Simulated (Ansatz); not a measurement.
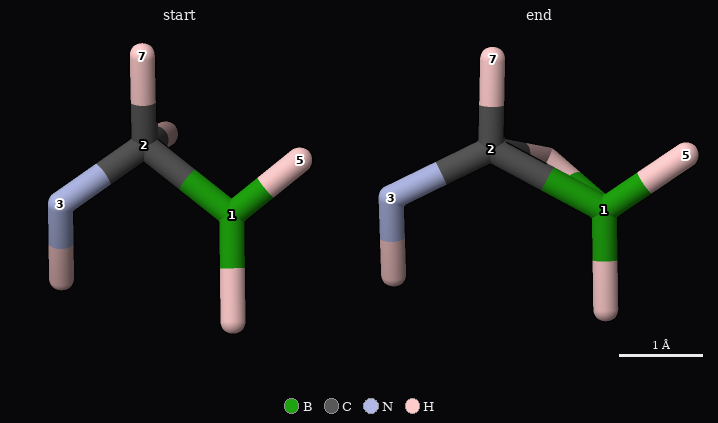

The structure of CH₅BN (multiplicity 2) before (left) and after (right) a relaxation, at one scale.

The picture is a stick view, seen at a tilt.

It is one of the separated reactants of a reaction.

These are results of Ansatz, UKS PBE-D4/def2-SVP, not measurements.

Input file:
```yaml
crystal:
  periodic: [false, false, false]
  atoms:
    - {symbol: B, position_ang: [-0.327252, 0.474340, -0.663521]}
    - {symbol: C, position_ang: [0.488047, 0.013365, 0.349461]}
    - {symbol: N, position_ang: [0.404034, -1.252921, 0.249285]}
    - {symbol: H, position_ang: [-1.326714, -0.126510, -1.219197]}
    - {symbol: H, position_ang: [-0.009298, 1.481212, -0.794555]}
    - {symbol: H, position_ang: [-0.161761, 0.528762, 1.236662]}
    - {symbol: H, position_ang: [1.586030, 0.426584, 0.478270]}
    - {symbol: H, position_ang: [-0.653084, -1.544832, 0.363596]}
basis:
  gaussian: {orbitals: def2-SVP}
magnetization: {spin_polarized: true, initial_magnetization: 1}
hamiltonian: {xc: pbe, dispersion: d4}
relax: {f_tol: 0.03, max_steps: 250}
```

Run as
```bash
ansatz run in.yaml --threads 2 --pin off --events-out ev --progress --plain --max-ram 4352MiB
```

Describe what moved and what it gained.

The atom that moves furthest after the best rigid fit is H6 (0.48 Å). Largest moves by element: H 0.48 Å, N 0.37 Å, C 0.20 Å, B 0.19 Å. Near-neighbour distances that change, for instance: B1–N3 2.086 → 2.596 Å, B1–H6 1.908 → 1.450 Å, B1–C2 1.380 → 1.567 Å, B1–H5 1.064 → 1.212 Å. Among the angles between lasting bonds that change: B1–C2–H6 94.5° → 60.6°, B1–C2–N3 103.6° → 125.6°, C2–B1–H5 103.3° → 117.7°. Over 13 accepted moves (16 points after the start) the energy falls by 53.9 kcal/mol. The largest force component goes from 8.7 to 0.028 eV/Å. The line search rejected the trial steps at points 8, 10, 12 of the run. Cost: 35 s on 2 threads of Intel Xeon Platinum 8259CL @ 2.50GHz, with other jobs on the host.
